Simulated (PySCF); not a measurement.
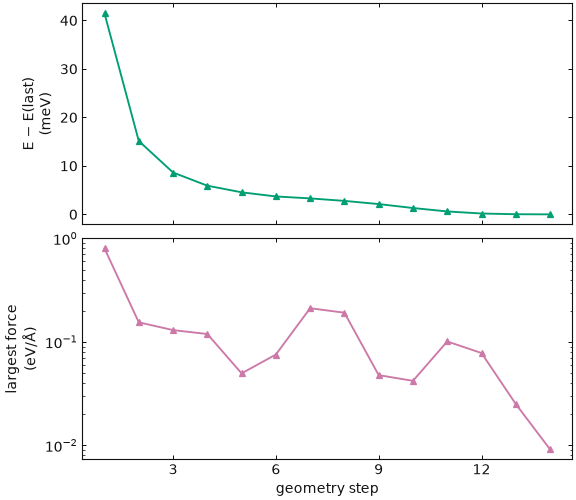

History of a geometry optimisation. The run: ethylidifluoroborane (SMILES CCB(F)F), by PBE0-D3(BJ)/def2-SVP, geometry optimisation (PySCF 2.14.0, density fitting).

The optimisation met its thresholds at geometry 14, counting the start as the first. The energy fell by about 41 meV from the first step to the last. The largest force goes from about 0.8 eV/Å at the start to 9 × 10⁻³ eV/Å at the end.
